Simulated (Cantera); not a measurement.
Feed: 1 mol Ti(OiPr)₄, a varied amount of O₂, at 1325 °C and 100000 Pa.

Cantera equilibrium calculation (NASA polynomials, part measured and part estimated; ideal gas, pure solids and liquids). Candidate condensed phases: C, C₆H₆, C₇H₈, C₈H₁₈, H₂O, Ti, TiC, TiO, TiO₂, Ti₂O₃, Ti₃O₅, Ti₄O₇; 113 gas species. The feed counts by its element totals alone. Mutual solubility and eutectic melting of coexisting phases are not modelled. TiC: taken at fixed stoichiometry. Condensed phases not in the tables: Magnéli phases beyond Ti₄O₇. Gases not in the tables: TiO(OH)₂. Rates play no part.

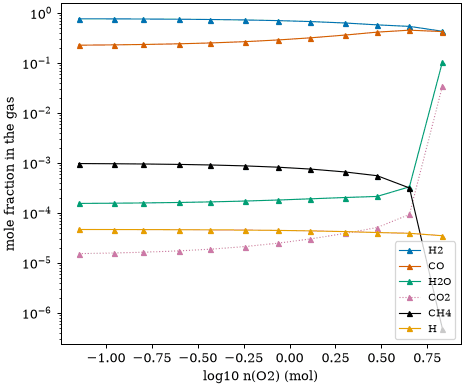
*Equilibrium gas composition (values under 1e-9 drawn at 1e-9)*

Q: Read off the mole fractions at 0.25 mol O₂.

A: H₂ about 0.76, CO about 0.24, CH₄ about 0.00094, H₂O about 0.00016, H about 4.6e-5, CO₂ about 1.7e-5.
